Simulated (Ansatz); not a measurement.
**GaH4 with multiplicity 2: reaction (atom abstraction by a radical)**

Wanted: the energy profile along the reaction (atom abstraction by a radical), from relaxed end points and a band of images. Meant to form: H2–H5; to break: Ga1–H2. The start is a guess near the saddle point, from which both ends are pulled out.

Method: UHF/def2-SVP, in Ansatz 0.2.0.

**1. The system as given**

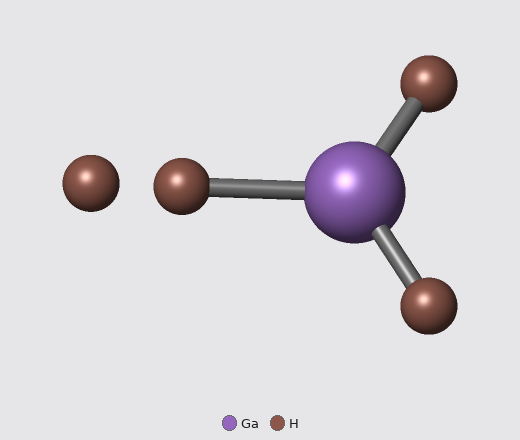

Start, viewed from a chosen angle; gallium purple, hydrogen brown.

Coordinates:

```xyz
5

Ga    0.0000    0.0000    0.0000
H     0.0000    0.0000    1.8200
H     1.3596    0.0000   -0.7850
H    -1.3596    0.0000   -0.7850
H     0.0000    0.0000    2.7800
```

**2. Pulling towards end A**

Springs on the bonds that form and break draw the guess towards this end; the thresholds are loose.

Input file input.yaml:

```yaml
crystal:
  periodic: [false, false, false]
  atoms:
    - { symbol: Ga, position_ang: [0.0, 0.0, 0.0] }
    - { symbol: H, position_ang: [0.0, 0.0, 1.82] }
    - { symbol: H, position_ang: [1.3596, 0.0, -0.785] }
    - { symbol: H, position_ang: [-1.3596, 0.0, -0.785] }
    - { symbol: H, position_ang: [0.0, 0.0, 2.78] }
magnetization:
  spin_polarized: true
  initial_magnetization: 1
basis:
  gaussian: { orbitals: def2-SVP }
hamiltonian:
  xc: hf
relax:
  f_tol: 0.15
  max_steps: 25
  restrain:
    - { distance: [1, 4], at: 1.86, k: 30.0 }
    - { distance: [0, 1], at: 1.57, k: 30.0 }
```

Run with:

```console
$ ansatz run input.yaml --threads 1 --pin off --max-ram 2048MiB --backend cpu --events-out ev --progress --plain --runs-dir out
```

Standard output (excerpt; [...] marks lines left out):

```text
Warning: RAYON_NUM_THREADS=1 ignored (pool sized by the plan → 1); use --threads N
[...]
Functional definition: HF
[...]
562 factors; integrals over basis functions are off by at most 3.4e-4 eV
[...]
mean field -52387.36989013 eV, -1925.2003340275 hartree, gradient 1.3e-5 eV, S^2 0.780962; 0 other end points of the search recorded, 0 dependent functions left out
[...]
reference -52387.36989013 eV, -1925.2003340275 hartree; 18, 17 occupied and 34, 35 virtual orbitals, 562 factors
[...]
mean field -52387.58103851 eV, -1925.2080935874 hartree, gradient 1.6e-5 eV, S^2 0.751672; 1 other end points of the search recorded, 0 dependent functions left out
[...]
reference -52387.58103851 eV, -1925.2080935874 hartree; 18, 17 occupied and 34, 35 virtual orbitals, 562 factors
Total energy: -52387.58103851 eV, -1925.2080935874 hartree
Atom 0 at     0.000086    -0.000028    -0.088150 Å, force     0.000041     0.000227     0.000424 eV/Å
Atom 1 at     0.000320     0.000012     1.486300 Å, force     0.000086    -0.000077    -0.209178 eV/Å
Atom 2 at     1.365785     0.000009    -0.862901 Å, force     0.041892    -0.000075    -0.058698 eV/Å
Atom 3 at    -1.365857     0.000009    -0.862467 Å, force    -0.041928    -0.000075    -0.058701 eV/Å
Atom 4 at    -0.000335    -0.000002     3.357219 Å, force    -0.000091     0.000000     0.326153 eV/Å
Dipole moment:     0.000008    -0.000035    -0.035027 e Å
```

It took 7.3 s on 1 thread of Arm Neoverse N1, shared host; peak memory 0.1 GiB.

Step by step:

| step | energy from step 1 (eV) | largest force component (eV/Å) |
| --- | --- | --- |
| 1 | 0.0000 | 1.4940 |
| 2 | 0.0375 | 0.5366 |
| 3 | 1.2249 | 5.7778 |
| 4 | -0.1234 | 1.0283 |
| 5 | -0.1976 | 0.3572 |
| 6 | -0.2111 | 0.3262 |

Step 1 is the start. Energies and forces in the table leave out the springs, which the log lists apart; the run stops on the force with the springs' pull added.

After: Bond lengths: Ga1–H2 1.574 Å, Ga1–H3 1.570 Å, Ga1–H4 1.570 Å. Angles: H2–Ga1–H3 119.6°, H2–Ga1–H4 119.6°, H3–Ga1–H4 120.9°.

**3. End point A**

It starts where the restrained run ended.

Input file input.yaml:

```yaml
crystal:
  periodic: [false, false, false]
  atoms:
    - { symbol: Ga, position_ang: [8.6e-05, -2.8e-05, -0.08815] }
    - { symbol: H, position_ang: [0.00032, 1.2e-05, 1.4863] }
    - { symbol: H, position_ang: [1.365785, 9.0e-06, -0.862901] }
    - { symbol: H, position_ang: [-1.365857, 9.0e-06, -0.862467] }
    - { symbol: H, position_ang: [-0.000335, -2.0e-06, 3.357219] }
magnetization:
  spin_polarized: true
  initial_magnetization: 1
basis:
  gaussian: { orbitals: def2-SVP }
hamiltonian:
  xc: hf
relax:
  f_tol: 0.03
  max_steps: 50
```

Run with:

```console
$ ansatz run input.yaml --threads 1 --pin off --max-ram 2048MiB --backend cpu --events-out ev --progress --plain --runs-dir out
```

Standard output (excerpt; [...] marks lines left out):

```text
Warning: RAYON_NUM_THREADS=1 ignored (pool sized by the plan → 1); use --threads N
[...]
Functional definition: HF
[...]
560 factors; integrals over basis functions are off by at most 3.9e-4 eV
[...]
mean field -52387.58104260 eV, -1925.2080937378 hartree, gradient 7.0e-6 eV, S^2 0.751672; 0 other end points of the search recorded, 0 dependent functions left out
[...]
reference -52387.58104260 eV, -1925.2080937378 hartree; 18, 17 occupied and 34, 35 virtual orbitals, 560 factors
[...]
Atom 0 at     0.000120     0.000206    -0.439040 Å, force     0.000010    -0.001814    -0.006925 eV/Å
Atom 1 at     0.000330    -0.000193     1.134682 Å, force     0.000037     0.000602     0.008714 eV/Å
Atom 2 at     1.365183    -0.000038    -1.224291 Å, force    -0.010777     0.000606    -0.002211 eV/Å
Atom 3 at    -1.365171    -0.000038    -1.223889 Å, force     0.010731     0.000606    -0.002281 eV/Å
Atom 4 at    -0.000463     0.000064     4.782538 Å, force    -0.000001     0.000000     0.002703 eV/Å
Dipole moment:     0.000006     0.000279    -0.001319 e Å
```

Wall time 12 s (1 thread of Arm Neoverse N1, shared host); peak memory 0.099 GiB.

Relaxation path:

| step | energy from step 1 (eV) | largest force component (eV/Å) |
| --- | --- | --- |
| 1 | 0.0000 | 0.3262 |
| 2 | -0.0370 | 0.2839 |
| 3 | -0.0854 | 0.1390 |
| 4 | -0.1117 | 0.0751 |
| 5 | -0.1254 | 0.0382 |
| 6 | -0.1321 | 0.0191 |
| 7 | -0.1354 | 0.0094 |
| 8 | -0.1370 | 0.0089 |
| 9x | -0.1369 | 0.0692 |
| 10 | -0.1373 | 0.0397 |
| 11x | -0.1371 | 0.0754 |
| 12 | -0.1376 | 0.0108 |

Step 1 is the start. 2 steps were tried and not accepted (marked x).

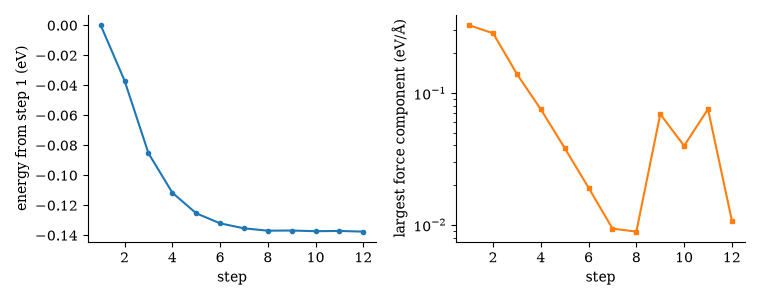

How energy and force went from step to step.

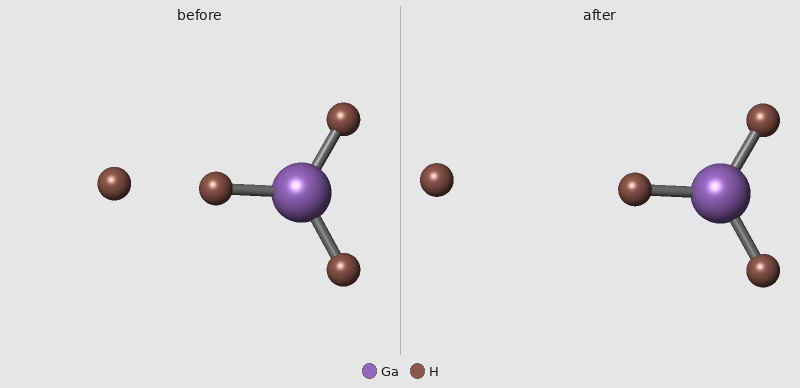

Before and after, at one scale.

After: Bond lengths: Ga1–H2 1.574 Å, Ga1–H3 1.575 Å, Ga1–H4 1.575 Å. Angles: H2–Ga1–H3 119.9°, H2–Ga1–H4 119.9°, H3–Ga1–H4 120.2°.

**4. A restrained relaxation towards end B**

Springs on the bonds that form and break draw the guess towards this end; the thresholds are loose.

Input file input.yaml:

```yaml
crystal:
  periodic: [false, false, false]
  atoms:
    - { symbol: Ga, position_ang: [0.0, 0.0, 0.0] }
    - { symbol: H, position_ang: [0.0, 0.0, 1.82] }
    - { symbol: H, position_ang: [1.3596, 0.0, -0.785] }
    - { symbol: H, position_ang: [-1.3596, 0.0, -0.785] }
    - { symbol: H, position_ang: [0.0, 0.0, 2.78] }
magnetization:
  spin_polarized: true
  initial_magnetization: 1
basis:
  gaussian: { orbitals: def2-SVP }
hamiltonian:
  xc: hf
relax:
  f_tol: 0.15
  max_steps: 25
  restrain:
    - { distance: [1, 4], at: 0.66, k: 30.0 }
    - { distance: [0, 1], at: 2.77, k: 30.0 }
```

Run with:

```console
$ ansatz run input.yaml --threads 1 --pin off --max-ram 2048MiB --backend cpu --events-out ev --progress --plain --runs-dir out
```

Standard output:

```text
Warning: RAYON_NUM_THREADS=1 ignored (pool sized by the plan → 1); use --threads N
The last accepted step is kept in <dir> (removed where the run ends without a failure and the disk answers)
Engine: ansatz 0.2.0, aarch64-unknown-linux-gnu
Functional definition: HF
  exchange = exact_x
  correlation = 0
562 factors; integrals over basis functions are off by at most 3.4e-4 eV
mean field evaluation 1: about -52386.6556 eV, gradient 7.4e0 eV
mean field evaluation 2: about -52386.6560 eV, gradient 7.4e0 eV
mean field evaluation 4: about -52387.3192 eV, gradient 2.0e0 eV
mean field evaluation 8: about -52387.3699 eV, gradient 6.9e-4 eV
mean field -52387.36989013 eV, -1925.2003340275 hartree, gradient 1.3e-5 eV, S^2 0.780962; 0 other end points of the search recorded, 0 dependent functions left out
the calculation of the forces begins
reference -52387.36989013 eV, -1925.2003340275 hartree; 18, 17 occupied and 34, 35 virtual orbitals, 562 factors
relax step   1: F+E_penalty+E_count = -52387.36989013 eV  Δ(F+E_penalty+E_count) = +0.000e0 eV  max|allowed force component| = 1.494e0 eV/Å  E_restraint = 14.88750000 eV  max|allowed force component, restraints' pulls added| = 3.899e1 eV/Å  Δτ_max = 0.0000 Å  (35 SCF iters, accepted)
  distance H 1 - H 4 = 0.9600 Å
  distance Ga 0 - H 1 = 1.8200 Å
these checks for a lower state are left out or cut short: starts, cluster_reference, orbital_swaps, neighbouring_geometries, increment
562 factors; integrals over basis functions are off by at most 2.4e-4 eV
mean field evaluation 16: about -52387.7144 eV, gradient 3.3e-2 eV
mean field -52387.71441189 eV, -1925.2129949688 hartree, gradient 3.9e-5 eV, S^2 0.758376; 0 other end points of the search recorded, 0 dependent functions left out
the calculation of the forces begins
reference -52387.71441189 eV, -1925.2129949688 hartree; 18, 17 occupied and 34, 35 virtual orbitals, 562 factors
relax step   2: F+E_penalty+E_count = -52387.71441189 eV  Δ(F+E_penalty+E_count) = -3.445e-1 eV  max|allowed force component| = 1.006e0 eV/Å  E_restraint = 5.40364816 eV  max|allowed force component, restraints' pulls added| = 2.070e1 eV/Å  Δτ_max = 0.1949 Å  (31 SCF iters, accepted)
  distance H 1 - H 4 = 0.7509 Å
  distance Ga 0 - H 1 = 2.1767 Å
these checks for a lower state are left out or cut short: starts, cluster_reference, orbital_swaps, neighbouring_geometries, increment
562 factors; integrals over basis functions are off by at most 2.6e-4 eV
mean field -52387.56502725 eV, -1925.2075051846 hartree, gradient 8.2e-6 eV, S^2 0.753923; 0 other end points of the search recorded, 0 dependent functions left out
the calculation of the forces begins
reference -52387.56502725 eV, -1925.2075051846 hartree; 18, 17 occupied and 34, 35 virtual orbitals, 562 factors
relax step   3: F+E_penalty+E_count = -52387.56502725 eV  Δ(F+E_penalty+E_count) = +1.494e-1 eV  max|allowed force component| = 5.860e0 eV/Å  E_restraint = 0.64688637 eV  max|allowed force component, restraints' pulls added| = 6.280e0 eV/Å  Δτ_max = 0.1945 Å  (39 SCF iters, accepted)
  distance H 1 - H 4 = 0.6460 Å
  distance Ga 0 - H 1 = 2.5628 Å
these checks for a lower state are left out or cut short: starts, cluster_reference, orbital_swaps, neighbouring_geometries, increment
562 factors; integrals over basis functions are off by at most 2.8e-4 eV
mean field evaluation 32: about -52388.0782 eV, gradient 2.2e-4 eV
mean field -52388.07820558 eV, -1925.2263641404 hartree, gradient 8.8e-6 eV, S^2 0.753963; 0 other end points of the search recorded, 0 dependent functions left out
the calculation of the forces begins
reference -52388.07820558 eV, -1925.2263641404 hartree; 18, 17 occupied and 34, 35 virtual orbitals, 562 factors
relax step   4: F+E_penalty+E_count = -52388.07820558 eV  Δ(F+E_penalty+E_count) = -5.132e-1 eV  max|allowed force component| = 1.431e0 eV/Å  E_restraint = 0.06112750 eV  max|allowed force component, restraints' pulls added| = 1.488e0 eV/Å  Δτ_max = 0.1946 Å  (38 SCF iters, accepted)
  distance H 1 - H 4 = 0.7195 Å
  distance Ga 0 - H 1 = 2.7468 Å
these checks for a lower state are left out or cut short: starts, cluster_reference, orbital_swaps, neighbouring_geometries, increment
562 factors; integrals over basis functions are off by at most 3.0e-4 eV
mean field -52388.24855056 eV, -1925.2326242028 hartree, gradient 1.0e-5 eV, S^2 0.755113; 0 other end points of the search recorded, 0 dependent functions left out
the calculation of the forces begins
reference -52388.24855056 eV, -1925.2326242028 hartree; 18, 17 occupied and 34, 35 virtual orbitals, 562 factors
relax step   5: F+E_penalty+E_count = -52388.24855056 eV  Δ(F+E_penalty+E_count) = -1.703e-1 eV  max|allowed force component| = 1.622e0 eV/Å  E_restraint = 0.04394116 eV  max|allowed force component, restraints' pulls added| = 1.679e-1 eV/Å  Δτ_max = 0.2000 Å  (37 SCF iters, accepted)
  distance H 1 - H 4 = 0.7136 Å
  distance Ga 0 - H 1 = 2.7773 Å
these checks for a lower state are left out or cut short: starts, cluster_reference, orbital_swaps, neighbouring_geometries, increment
562 factors; integrals over basis functions are off by at most 3.1e-4 eV
mean field -52388.25403182 eV, -1925.2328256353 hartree, gradient 1.3e-5 eV, S^2 0.755298; 0 other end points of the search recorded, 0 dependent functions left out
the calculation of the forces begins
reference -52388.25403182 eV, -1925.2328256353 hartree; 18, 17 occupied and 34, 35 virtual orbitals, 562 factors
relax step   6: F+E_penalty+E_count = -52388.25403182 eV  Δ(F+E_penalty+E_count) = -5.481e-3 eV  max|allowed force component| = 1.615e0 eV/Å  E_restraint = 0.04578884 eV  max|allowed force component, restraints' pulls added| = 4.913e-2 eV/Å  Δτ_max = 0.0311 Å  (35 SCF iters, accepted)
  distance H 1 - H 4 = 0.7138 Å
  distance Ga 0 - H 1 = 2.7826 Å
562 factors; integrals over basis functions are off by at most 3.1e-4 eV
mean field evaluation 64: about -52388.2540 eV, gradient 1.6e-5 eV
mean field -52388.25403182 eV, -1925.2328256353 hartree, gradient 1.3e-5 eV, S^2 0.755298; 1 other end points of the search recorded, 0 dependent functions left out
the calculation of the forces begins
reference -52388.25403182 eV, -1925.2328256353 hartree; 18, 17 occupied and 34, 35 virtual orbitals, 562 factors
Total energy: -52388.25403182 eV, -1925.2328256353 hartree
Atom 0 at    -0.000021     0.000002    -0.328934 Å, force     0.000018    -0.000009    -0.393605 eV/Å
Atom 1 at     0.000384    -0.000027     2.453676 Å, force     0.001337    -0.000091    -1.239459 eV/Å
Atom 2 at     1.379192     0.000002    -1.131107 Å, force    -0.049124     0.000003     0.008941 eV/Å
Atom 3 at    -1.379236     0.000002    -1.131103 Å, force     0.049131     0.000003     0.008985 eV/Å
Atom 4 at    -0.000318     0.000022     3.167468 Å, force    -0.001361     0.000093     1.615138 eV/Å
Dipole moment:    -0.000021     0.000002     0.109603 e Å
```

Run time: 7.3 s. Hardware: 1 thread of Arm Neoverse N1, shared host; peak memory 0.1 GiB.

The steps of the relaxation:

| step | energy from step 1 (eV) | largest force component (eV/Å) |
| --- | --- | --- |
| 1 | 0.0000 | 1.4940 |
| 2 | -0.3445 | 1.0060 |
| 3 | -0.1951 | 5.8600 |
| 4 | -0.7083 | 1.4308 |
| 5 | -0.8787 | 1.6221 |
| 6 | -0.8841 | 1.6151 |

Step 1 is the start. Energies and forces in the table leave out the springs, which the log lists apart; the run stops on the force with the springs' pull added.

After: Bond lengths: Ga1–H3 1.596 Å, Ga1–H4 1.596 Å, H2–H5 0.714 Å. Angles: H3–Ga1–H4 119.6°.

Pairs that crossed the distance rule for bonds on the way: came closer H2–H5; moved apart Ga1–H2.

**5. Relaxing end B**

It starts where the restrained run ended.

Input file input.yaml:

```yaml
crystal:
  periodic: [false, false, false]
  atoms:
    - { symbol: Ga, position_ang: [-2.1e-05, 2.0e-06, -0.328934] }
    - { symbol: H, position_ang: [0.000384, -2.7e-05, 2.453676] }
    - { symbol: H, position_ang: [1.379192, 2.0e-06, -1.131107] }
    - { symbol: H, position_ang: [-1.379236, 2.0e-06, -1.131103] }
    - { symbol: H, position_ang: [-0.000318, 2.2e-05, 3.167468] }
magnetization:
  spin_polarized: true
  initial_magnetization: 1
basis:
  gaussian: { orbitals: def2-SVP }
hamiltonian:
  xc: hf
relax:
  f_tol: 0.03
  max_steps: 50
```

Run with:

```console
$ ansatz run input.yaml --threads 1 --pin off --max-ram 2048MiB --backend cpu --events-out ev --progress --plain --runs-dir out
```

Standard output (excerpt; [...] marks lines left out):

```text
Warning: RAYON_NUM_THREADS=1 ignored (pool sized by the plan → 1); use --threads N
[...]
Functional definition: HF
[...]
555 factors; integrals over basis functions are off by at most 2.1e-4 eV
[...]
mean field -52388.25403170 eV, -1925.2328256308 hartree, gradient 1.6e-5 eV, S^2 0.755298; 0 other end points of the search recorded, 0 dependent functions left out
[...]
reference -52388.25403170 eV, -1925.2328256308 hartree; 18, 17 occupied and 34, 35 virtual orbitals, 555 factors
[...]
Atom 0 at     0.000053    -0.000013    -1.202885 Å, force    -0.000000     0.000001     0.001305 eV/Å
Atom 1 at    -0.000307     0.000016     3.739214 Å, force     0.000004    -0.000001     0.000214 eV/Å
Atom 2 at     1.376642     0.000006    -1.996333 Å, force     0.000854    -0.000000    -0.000935 eV/Å
Atom 3 at    -1.376620     0.000006    -1.996187 Å, force    -0.000854    -0.000000    -0.000936 eV/Å
Atom 4 at     0.000233    -0.000014     4.486191 Å, force    -0.000003     0.000000     0.000351 eV/Å
Dipole moment:     0.000006    -0.000002     0.074081 e Å
```

It took 9.8 s on 1 thread of Arm Neoverse N1, shared host; peak memory 0.097 GiB.

Relaxation path:

| step | energy from step 1 (eV) | largest force component (eV/Å) |
| --- | --- | --- |
| 1 | 0.0000 | 1.6151 |
| 2 | -0.1070 | 0.1297 |
| 3 | -0.1522 | 0.1240 |
| 4 | -0.1738 | 0.1029 |
| 5 | -0.1818 | 0.0568 |
| 6 | -0.1860 | 0.0315 |
| 7 | -0.1884 | 0.0222 |
| 8 | -0.1893 | 0.0087 |
| 9 | -0.1897 | 0.0023 |
| 10 | -0.1899 | 0.0013 |

Step 1 is the start.

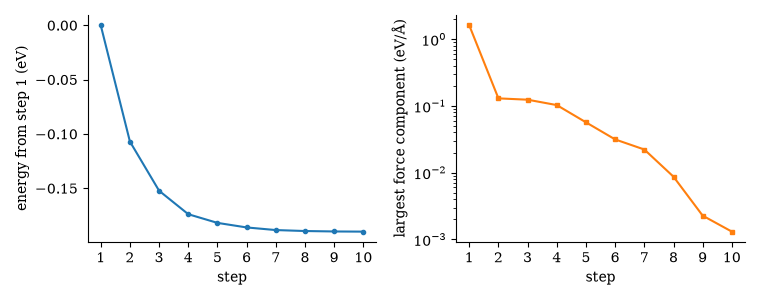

How energy and force went from step to step.

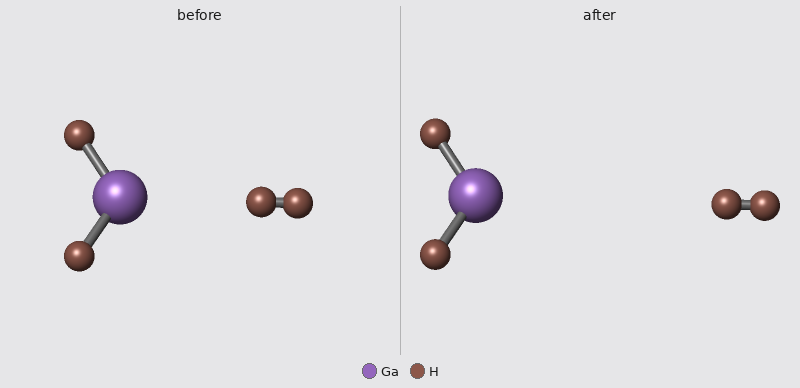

Before and after, at one scale.

After: Bond lengths: Ga1–H3 1.589 Å, Ga1–H4 1.589 Å. Angles: H3–Ga1–H4 120.1°.

**6. The band**

crystal.atoms is end A as relaxed above, and neb.final_atoms is end B, turned to lie on A. With 5 inner images the band has 7 in all. The start path is listed, through a guess of the saddle.

Input file input.yaml:

```yaml
crystal:
  periodic: [false, false, false]
  atoms:
    - { symbol: Ga, position_ang: [0.00012, 0.000206, -0.43904] }
    - { symbol: H, position_ang: [0.00033, -0.000193, 1.134682] }
    - { symbol: H, position_ang: [1.365183, -3.8e-05, -1.224291] }
    - { symbol: H, position_ang: [-1.365171, -3.8e-05, -1.223889] }
    - { symbol: H, position_ang: [-0.000463, 6.4e-05, 4.782538] }
magnetization:
  spin_polarized: true
  initial_magnetization: 1
basis:
  gaussian: { orbitals: def2-SVP }
hamiltonian:
  xc: hf
neb:
  order_check: false
  images: 5
  f_tol: 0.03
  max_iterations: 60
  final_atoms:
    - { symbol: Ga, position_ang: [0.00012772, 1.621e-05, -1.202885] }
    - { symbol: H, position_ang: [-0.00043752, -3.46e-05, 3.73921398] }
    - { symbol: H, position_ang: [1.37674967, 4.806e-05, -1.99627583] }
    - { symbol: H, position_ang: [-1.37651233, 4.8e-05, -1.99624417] }
    - { symbol: H, position_ang: [7.146e-05, -7.667e-05, 4.48619101] }
  initial_path:
    images:
      - { positions_ang: [[0.00012, 0.000206, -0.43904], [0.00033, -0.000193, 1.134682], [1.365183, -3.8e-05, -1.224291], [-1.365171, -3.8e-05, -1.223889], [-0.000463, 6.4e-05, 4.782538]] }
      - { positions_ang: [[8.15e-05, 0.00013889, -0.29269333], [0.00021679, -0.00013159, 1.36312133], [1.36332553, -2.184e-05, -1.07785715], [-1.36331047, -2.184e-05, -1.07759619], [-0.00031436, 3.737e-05, 4.11502533]] }
      - { positions_ang: [[4.3e-05, 7.179e-05, -0.14634667], [0.00010358, -7.019e-05, 1.59156067], [1.36146807, -5.67e-06, -0.93142329], [-1.36144993, -5.67e-06, -0.93130337], [-0.00016572, 1.074e-05, 3.44751267]] }
      - { positions_ang: [[4.51e-06, 4.68e-06, 0.0], [-9.63e-06, -8.78e-06, 1.82], [1.3596106, 1.049e-05, -0.78498944], [-1.3595894, 1.049e-05, -0.78501056], [-1.708e-05, -1.589e-05, 2.78]] }
      - { positions_ang: [[4.558e-05, 8.53e-06, -0.40096167], [-0.00015226, -1.739e-05, 2.45973799], [1.36532363, 2.301e-05, -1.18875157], [-1.36523038, 2.3e-05, -1.1887551], [1.243e-05, -3.615e-05, 3.34873034]] }
      - { positions_ang: [[8.665e-05, 1.237e-05, -0.80192333], [-0.00029489, -2.6e-05, 3.09947599], [1.37103665, 3.554e-05, -1.5925137], [-1.37087135, 3.55e-05, -1.59249963], [4.195e-05, -5.641e-05, 3.91746067]] }
      - { positions_ang: [[0.00012772, 1.621e-05, -1.202885], [-0.00043752, -3.46e-05, 3.73921398], [1.37674967, 4.806e-05, -1.99627583], [-1.37651233, 4.8e-05, -1.99624417], [7.146e-05, -7.667e-05, 4.48619101]] }
```

Run with:

```console
$ ansatz run input.yaml --threads 1 --pin off --max-ram 2048MiB --backend cpu --events-out ev --progress --plain --runs-dir out
```

Standard output (excerpt; [...] marks lines left out):

```text
Warning: RAYON_NUM_THREADS=1 ignored (pool sized by the plan → 1); use --threads N
[...]
Functional definition: HF
[...]
560 factors; integrals over basis functions are off by at most 3.4e-4 eV
[...]
mean field -52387.71863657 eV, -1925.2131502230 hartree, gradient 2.5e-5 eV, S^2 0.750001; 0 other end points of the search recorded, 0 dependent functions left out
[...]
reference -52387.71863657 eV, -1925.2131502230 hartree; 18, 17 occupied and 34, 35 virtual orbitals, 560 factors
[...]
Atom 1 at    -0.000519     0.000342     1.720008 Å, force     0.000424    -0.000041     0.000124 eV/Å
Atom 2 at     1.372736     0.001748    -0.777897 Å, force     0.000153     0.000013     0.000046 eV/Å
Atom 3 at    -1.371802    -0.002452    -0.778862 Å, force    -0.000057     0.000013    -0.000124 eV/Å
Atom 4 at    -0.000613     0.000468     2.866634 Å, force    -0.000147     0.000032    -0.000013 eV/Å
Dipole moment:     0.000076    -0.000009    -0.126705 e Å
this run last wrote the band of iteration 28 to <dir>
```

Wall time 2.2 min (1 thread of Arm Neoverse N1, shared host); peak memory 0.1 GiB.

(Part 1 of 2 ends here.)
